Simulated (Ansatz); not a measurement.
# KSnCl3 (model cell, started as cubic perovskite with Sn in the octahedra): a soft mode frozen in, part 2 of 3

Wanted: the energy along a soft mode of KSnCl3 (model cell, started as cubic perovskite with Sn in the octahedra) and the structure at the end.

Ansatz 0.2.0; DFT PBEsol, scalar-relativistic, plane waves, PAW; PAW set soft_1.

So far, highest frequency on the path or at a solved wavevector (cm⁻¹): step 2 (response at finite wavevector) 251. Also lowest frequency on the path (cm⁻¹): step 2 -61.3.

The structure was built from a prototype and need not be the compound's stable phase.

## (6) Relaxing from the distorted cell

Starting from the lowest point found, all atoms and the cell are let go, so that strain and other modes of the same symmetry can join in.

File input.yaml:

```yaml
crystal:
  lattice:
    - [5.4819651111, 0.0, 0.0]
    - [0.0, 5.4819651111, 0.0]
    - [0.0, 0.0, 5.4819651111]
  atoms:
    - { symbol: K, position: [0.0, -0.1094498027, 0.0] }
    - { symbol: Sn, position: [0.5, 0.5061124341, 0.5] }
    - { symbol: Cl, position: [0.5, 0.5537345018, 0.0] }
    - { symbol: Cl, position: [0.5, -0.0072237519, 0.5] }
    - { symbol: Cl, position: [0.0, 0.5537345018, 0.5] }
kpoints:
  mp_grid: { grid: [12, 12, 12] }
hamiltonian:
  xc: pbesol
  pseudopotentials: { kind: paw, azcp: { folder: soft_1 }, xc_functional: pbe }
scf:
  occupations: { method: fixed }
output:
  forces: true
  stress: true
  eigenvalues: true
relax:
  adjacent_minimum: "off"
  f_tol: 0.002
  max_steps: 120
  cell: { stress_tol: 0.03 }
```

Command:

```console
$ ansatz run input.yaml --threads 4 --pin off --max-ram 16384MiB --backend cpu --events-out ev --progress --plain --runs-dir out
```

Numbers of over 12 decimals in the logs are rounded to 6 here.

Log:

```text
[...]
Crystal: 5 atoms, lattice volume = 164.744 Å³
Basis set: ecut = 420 eV, 3191 PW (Γ), exchange–correlation on 80×80×80 points (8 copies of the dense FFT grid, shifted against one another)
Bands: 27, of which v1, the nominal top of the filled ones, is band 22 counted from 1 (21 counted from 0)
Symmetry: 8 space group operations
[...]
k-points: 196 of 1728 (time reversal used)
[...]
SCF iter   1: F=—  HF=-10656.449303 eV  |F-HF|=—  |Δ(HF+E_count)|=         —  Δρ=3.46e-2  dr2=3.13e0  ethr=3.10e-3  ⟨swp⟩=5.1  Hψ=21190  notcnv=0  defer=481
[...]
SCF iter   9: F=-10655.041339 eV  HF=-10655.041339 eV  |F-HF|=1.89e-8  |Δ(HF+E_count)|=   1.86e-7  Δρ=2.02e-6  dr2=1.39e-8  ethr=2.27e-10  ⟨swp⟩=15.2  Hψ=34636  notcnv=0
SCF 1 converged in 9 iterations: F = -10655.041339 eV  dr2 = 1.39e-8
[...]
relax step   1: F+E_penalty+E_count = -10655.04133924 eV  Δ(F+E_penalty+E_count) = +0.000e0 eV  max|allowed force component| = 8.333e-2 eV/Å  Δτ_max = 0.0000 Å  P = +0.380 GPa  Ω = 164.744 Å³  (9 SCF iters, dr2 threshold 1.00e-7 eV, accepted)
Crystal: 5 atoms, lattice volume = 167.532 Å³
Basis set: ecut = 420 eV, 3255 PW (Γ), exchange–correlation on 80×80×80 points (8 copies of the dense FFT grid, shifted against one another)
[...]
iter 1 solved again at ethr=4.57e-5 eV; its pass at ethr=3.10e-3 eV (dr2=2.01e-2 eV) is discarded
[...]
SCF iter   6: F=-10655.053215 eV  HF=-10655.053215 eV  |F-HF|=3.99e-8  |Δ(HF+E_count)|=   2.59e-6  Δρ=8.58e-6  dr2=2.05e-7  ethr=1.14e-9  ⟨swp⟩=13.2  Hψ=34882  notcnv=0
SCF 2 converged in 6 iterations: F = -10655.053215 eV  dr2 = 2.05e-7
relax step   2: F+E_penalty+E_count = -10655.05321454 eV  Δ(F+E_penalty+E_count) = -1.188e-2 eV  max|allowed force component| = 6.475e-2 eV/Å  Δτ_max = 0.0597 Å  P = +0.047 GPa  Ω = 167.532 Å³  energy of the carried Pulay correction = -7.382e-5 eV  (6 SCF iters, dr2 threshold 5.00e-7 eV, accepted)
Crystal: 5 atoms, lattice volume = 168.929 Å³
Basis set: ecut = 420 eV, 3279 PW (Γ), exchange–correlation on 80×80×80 points (8 copies of the dense FFT grid, shifted against one another)
[...]
SCF iter   6: F=-10655.057915 eV  HF=-10655.057915 eV  |F-HF|=1.37e-7  |Δ(HF+E_count)|=   1.45e-6  Δρ=4.63e-6  dr2=5.14e-8  ethr=5.95e-10  ⟨swp⟩=12.9  Hψ=34356  notcnv=0
SCF 3 converged in 6 iterations: F = -10655.057915 eV  dr2 = 5.14e-8
relax step   3: F+E_penalty+E_count = -10655.05791534 eV  Δ(F+E_penalty+E_count) = -4.701e-3 eV  max|allowed force component| = 5.089e-2 eV/Å  Δτ_max = 0.0689 Å  P = -0.023 GPa  Ω = 168.929 Å³  energy of the carried Pulay correction = -1.103e-4 eV  (6 SCF iters, dr2 threshold 2.62e-7 eV, accepted)
[...]
relax step   4: F+E_penalty+E_count = -10655.05989757 eV  Δ(F+E_penalty+E_count) = -1.982e-3 eV  max|allowed force component| = 5.156e-2 eV/Å  Δτ_max = 0.0515 Å  P = -0.006 GPa  Ω = 169.785 Å³  energy of the carried Pulay correction = -1.326e-4 eV  (6 SCF iters, dr2 threshold 1.62e-7 eV, accepted)
[...]
relax step   5: F+E_penalty+E_count = -10655.06102165 eV  Δ(F+E_penalty+E_count) = -1.124e-3 eV  max|allowed force component| = 3.643e-2 eV/Å  Δτ_max = 0.0225 Å  P = -0.001 GPa  Ω = 170.382 Å³  energy of the carried Pulay correction = -1.480e-4 eV  (5 SCF iters, dr2 threshold 1.66e-7 eV, accepted)
[...]
relax step   6: F+E_penalty+E_count = -10655.06136357 eV  Δ(F+E_penalty+E_count) = -3.419e-4 eV  max|allowed force component| = 5.611e-2 eV/Å  Δτ_max = 0.0495 Å  P = +0.126 GPa  Ω = 171.279 Å³  energy of the carried Pulay correction = -1.711e-4 eV  (6 SCF iters, dr2 threshold 8.29e-8 eV, accepted)
[...]
relax step   7: F+E_penalty+E_count = -10655.06160008 eV  Δ(F+E_penalty+E_count) = -2.365e-4 eV  max|allowed force component| = 7.458e-3 eV/Å  Δτ_max = 0.0075 Å  P = -0.077 GPa  Ω = 173.080 Å³  energy of the carried Pulay correction = -2.171e-4 eV  (5 SCF iters, dr2 threshold 1.97e-7 eV, accepted)
[...]
relax step   8: F+E_penalty+E_count = -10655.06217660 eV  Δ(F+E_penalty+E_count) = -5.765e-4 eV  max|allowed force component| = 2.578e-3 eV/Å  Δτ_max = 0.0200 Å  P = +0.012 GPa  Ω = 171.484 Å³  energy of the carried Pulay correction = -1.764e-4 eV  (5 SCF iters, dr2 threshold 5.61e-8 eV, accepted)
[...]
relax step   9: F+E_penalty+E_count = -10655.06218022 eV  Δ(F+E_penalty+E_count) = -3.627e-6 eV  max|allowed force component| = 9.333e-4 eV/Å  Δτ_max = 0.0022 Å  P = -0.005 GPa  Ω = 171.626 Å³  energy of the carried Pulay correction = -1.800e-4 eV  (6 SCF iters, dr2 threshold 4.15e-10 eV, accepted)
[...]
SCF iter   5: F=-10655.062389 eV  HF=-10655.062389 eV  |F-HF|=1.60e-10  |Δ(HF+E_count)|=   1.17e-9  Δρ=5.72e-8  dr2=2.19e-12  ethr=1.00e-12  ⟨swp⟩=16.4  Hψ=40800  notcnv=0
SCF 10 converged in 5 iterations: F = -10655.062389 eV  dr2 = 2.19e-12
relax step  10: F+E_penalty+E_count = -10655.06238891 eV  Δ(F+E_penalty+E_count) = -2.087e-4 eV  max|allowed force component| = 9.405e-4 eV/Å  Δτ_max = 0.0000 Å  P = -0.004 GPa  Ω = 171.626 Å³  stress off target by 8.05e-3 GPa  SCF on the basis re-selected at this cell (its energy is not comparable with the rows above)  (5 SCF iters)
basis re-selected at this cell: Δ(F+E_penalty+E_count) = -2.087e-4 eV, ΔP = +0.001 GPa vs the last step (what re-selecting the basis moved, of the pressure what is left beyond the Pulay correction that the steps carried, after the strain that the cell walked since its last selection, with what the two solves' SCF thresholds leave and, on support functions, any second-order correction that the steps lacked; it is no m [...]
SCF converged after 5 iterations
Free energy (F): -10655.062389 eV
[...]
Internal energy: -10655.062389 eV  (E = F + TS)
E sigma→0 (E₀):  -10655.062389 eV
Fermi energy:    3.179535 eV
[...]
--- Forces (eV/Å), atoms counted from 1 ---
  atom   1  K      0.00000000    -0.00094055     0.00000000
  atom   2  Sn     0.00000000     0.00044430    -0.00000000
  atom   3  Cl    -0.00000000    -0.00015409     0.00000000
  atom   4  Cl    -0.00000000     0.00080402     0.00000000
  atom   5  Cl     0.00000000    -0.00015409    -0.00000000
  max |Σ_I F_I| component: 3.96e-7 eV/Å
--- Stress (GPa, compression-positive) ---
       -0.008053      -0.000000       0.000000
       -0.000000       0.003765       0.000000
        0.000000       0.000000      -0.008053
  P = ⅓ Tr σ = -0.0041 GPa (-0.041 kbar)
--- Band table (eV; the first three rows and the last of 196) ---
  k-point 0: bands = [... 18 lower, 0.1506, 0.4067, 0.5023, 0.5023, 5.9521, 8.1850, 8.3483, 8.3483, ... 1 higher]
  k-point 1: bands = [... 18 lower, 0.1361, 0.3489, 0.5022, 0.5719, 6.0072, 8.0575, 8.1599, 8.4025, ... 1 higher]
  k-point 2: bands = [... 18 lower, 0.0915, 0.3073, 0.5020, 0.6795, 6.1652, 7.6393, 8.1169, 8.4427, ... 1 higher]
  k-point 195: bands = [... 18 lower, 0.4522, 0.7782, 0.7782, 3.1795, 4.6686, 4.6686, 5.3424, 7.2922, ... 1 higher]
--- Relaxed structure (9 steps of the walk, 9 accepted, 1 SCFs on fresh bases) ---
  F+E_penalty+E_count = -10655.06238891 eV   max|allowed force component| = 9.405e-4 eV/Å   (the final SCF, on the basis selected at the relaxed cell)
  cell:  # Å, volume = 171.6259 Å³
    - [5.514742, 0, 0]
    - [0, 5.643292, 0.0]
    - [0, 0.0, 5.514742]
  atoms:
    - { symbol: K, position: [0, -0.142381, 0] }
    - { symbol: Sn, position: [0.5, 0.524757, 0.5] }
    - { symbol: Cl, position: [0.5, 0.563890, 0.0] }
    - { symbol: Cl, position: [0.5, -0.013248, 0.5] }
    - { symbol: Cl, position: [0, 0.563890, 0.5] }
```

Run time: 4.4 min. Hardware: 4 threads of Arm Neoverse V1, shared host; peak memory 0.98 GiB.

Relaxation path:

```csv
step,energy less that of the first step (eV),largest force component (eV/Å),pressure (GPa),volume (Å³)
1,0.0000,0.0833,0.38,164.74
2,-0.0119,0.0647,0.05,167.53
3,-0.0166,0.0509,-0.02,168.93
4,-0.0186,0.0516,-0.01,169.79
5,-0.0197,0.0364,0.00,170.38
6,-0.0200,0.0561,0.13,171.28
7,-0.0203,0.0075,-0.08,173.08
8,-0.0208,0.0026,0.01,171.48
9,-0.0208,0.0009,0.00,171.63
10*,-0.0211,0.0009,0.00,171.63
```

Relaxation steps marked * repeat the geometry before them on a plane-wave basis chosen anew for their cell, so energy and pressure can jump there.

Forces are held to the 8 operations that the run works with; a distortion that breaks them can't arise in this run.

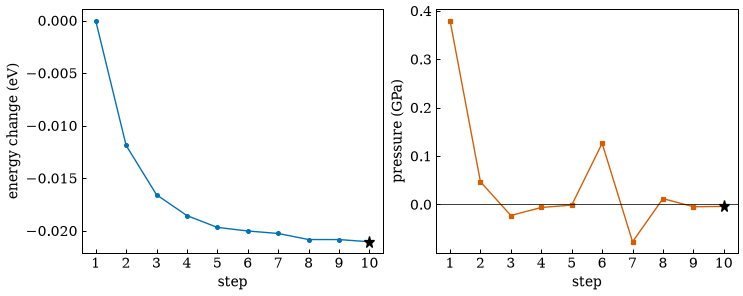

Energy and pressure along the relaxation. Stars mark steps on a basis chosen anew.

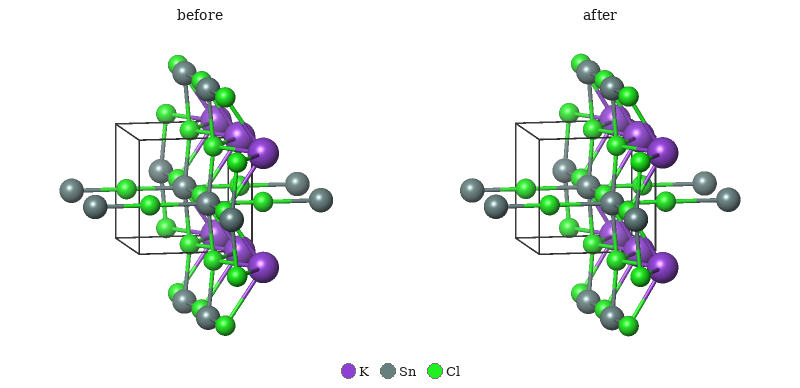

Before and after, at one scale.

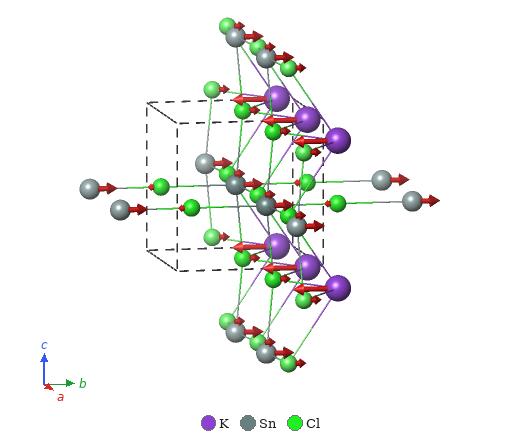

Displacements in the relaxation, exaggerated, measured against the changing cell; the longest in the cell stands for 0.19 Å. 2×1×1 cells are drawn. Some periodic images of atoms are drawn too.

| conventional cell, symmetrised | before | after | change |
| --- | --- | --- | --- |
| a (Å) | 5.482 | 5.515 | +0.6 % |
| b (Å) | 5.482 | 5.515 | +0.6 % |
| c (Å) | 5.482 | 5.643 | +2.9 % |
| volume (Å³/atom) | 32.95 | 34.33 | +4.2 % |

The atoms that moved most (Å, as changes of fractional coordinates times the final cell):

| atom | dx | dy | dz | length |
| --- | --- | --- | --- | --- |
| K1 | 0.000 | -0.186 | 0.000 | 0.186 |
| Sn2 | 0.000 | 0.105 | 0.000 | 0.105 |
| Cl5 | 0.000 | 0.057 | 0.000 | 0.057 |
| Cl3 | 0.000 | 0.057 | 0.000 | 0.057 |
| Cl4 | 0.000 | -0.034 | 0.000 | 0.034 |

Final coordinates:

```xyz
5
Lattice="5.5147 0.0000 0.0000 0.0000 5.6433 0.0000 0.0000 0.0000 5.5147" Properties=species:S:1:pos:R:3 pbc="T T T"
K     0.0000   -0.8035    0.0000
Sn    2.7574    2.9614    2.7574
Cl    2.7574    3.1822    0.0000
Cl    2.7574   -0.0748    2.7574
Cl    0.0000    3.1822    2.7574
```

Numbers from this step:

```yaml
pressure: -0.004114 GPa
gap_on_the_k_mesh: 1.489 eV
volume_per_atom: 34.33 Å³
```

The distorted start has space group P4mm; the relaxation ends in P4mm.

## (7) The new phase in its own primitive cell

The relaxed structure is symmetrised, reduced to its primitive cell and relaxed tightly, as its phonons need.

input.yaml, the sections that differ from step 6:

```yaml
crystal:
  lattice:
    - [5.5147420054, 0.0, 0.0]
    - [0.0, 5.5147420054, 0.0]
    - [0.0, 0.0, 5.6432916479]
  atoms:
    - { symbol: K, position: [0.0, 0.0, 0.1423812705] }
    - { symbol: Sn, position: [0.5, 0.5, 0.4752432163] }
    - { symbol: Cl, position: [0.5, 0.0, 0.4361098596] }
    - { symbol: Cl, position: [0.5, 0.5, 0.013247911] }
    - { symbol: Cl, position: [0.0, 0.5, 0.4361098596] }
kpoints:
  mp_grid: { grid: [8, 8, 8] }
relax:
  adjacent_minimum: "off"
  f_tol: 0.001
  max_steps: 60
  cell: { stress_tol: 0.01 }
# hamiltonian, scf, output: as in step 6
```

Log:

```text
[...]
Crystal: 5 atoms, lattice volume = 171.626 Å³
Basis set: ecut = 420 eV, 3343 PW (Γ), exchange–correlation on 80×80×80 points (8 copies of the dense FFT grid, shifted against one another)
Bands: 27, of which v1, the nominal top of the filled ones, is band 22 counted from 1 (21 counted from 0)
Symmetry: 8 space group operations
[...]
k-points: 75 of 512 (time reversal used)
[...]
--- Relaxed structure (2 steps of the walk, 2 accepted, 1 SCFs on fresh bases) ---
[...]
cell:  # Å, volume = 171.6226 Å³
    - [5.514384, 0, 0]
    - [0, 5.514384, 0.0]
    - [0, 0.0, 5.643914]
  atoms:
    - { symbol: K, position: [0, 0, 0.142445] }
    - { symbol: Sn, position: [0.5, 0.5, 0.475212] }
    - { symbol: Cl, position: [0.5, 0, 0.436095] }
    - { symbol: Cl, position: [0.5, 0.5, 0.013246] }
    - { symbol: Cl, position: [0, 0.5, 0.436095] }
[key lines of the parts left out:]
SCF converged after 7 iterations
Free energy (F): -10655.062200 eV
Fermi energy:    3.179472 eV
P = ⅓ Tr σ = -0.0010 GPa (-0.010 kbar)
```

The job ended after 34 s (4 threads; peak memory 0.63 GiB; 2.3 min of CPU time).

Little changed from the start: no atom moved by 0.005 Å and no cell edge by 0.1 %.

Numbers from this step:

```yaml
pressure: -9.74e-4 GPa
gap_on_the_k_mesh: 1.490 eV
volume_per_atom: 34.32 Å³
direct_gap_on_mesh: 1.490 eV
```

The largest force component left is 0.53 meV/Å and the pressure is -0.001 GPa, within the tolerances set. The cell now holds 34.32 Å³/atom.

(Part 2 of 3 ends here.)

[Logs are printed without paths, hosts, clocks, repeated set-up lines and the standing remarks that a program may print on its own settings, such as how far it seeks lower states.]

[Hosts, paths, dates, database ids (printed as entryN), source tags and the programs' standing remarks are cut or masked in the printed files.]
